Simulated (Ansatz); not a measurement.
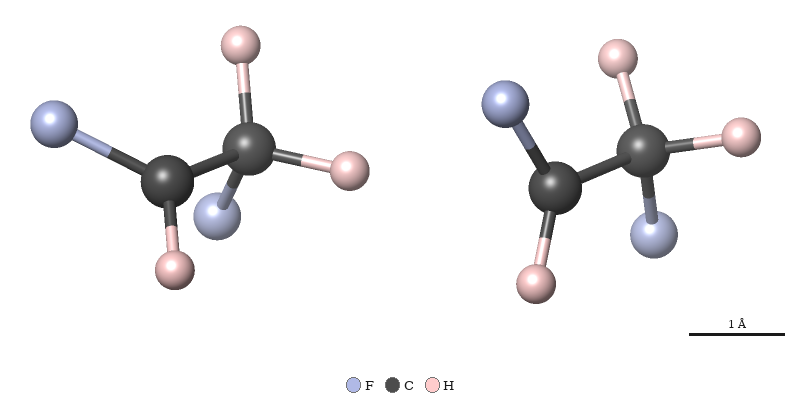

Two geometries of C2H3F2 (multiplicity 2), drawn at one scale. One is the start of a relaxation, the other its converged end. A ball-and-stick model, seen from a free direction.

All numbers below come from UKS PBE-D4/def2-SVP in Ansatz. Set-up: collinear spin; force threshold 0.015 eV/Å; at most 40 steps.

Q: Which of the two is the end point?

A: The left one is the relaxed one. The run prepares an end point of a later path (torsion) calculation, from a guessed geometry. After 15 accepted moves (16 points after the start) the energy has fallen by 0.314 eV. The largest force component goes from 2.1 to 0.012 eV/Å. The line search rejected the trial step at point 6 of the run. An F atom moves most after the best rigid fit: 0.81 Å. Largest moves by element: F 0.81 Å, H 0.60 Å, C 0.19 Å. Near-neighbour distances that change, for instance: C–F 1.362 → 1.409 Å, C–F 1.295 → 1.341 Å, C–C 1.442 → 1.473 Å, C–H 1.072 → 1.103 Å. Among the angles between lasting bonds that change: F–C–H 104.0° → 108.0°, C–C–H 113.6° → 109.7°, H–C–H 105.7° → 109.1°.
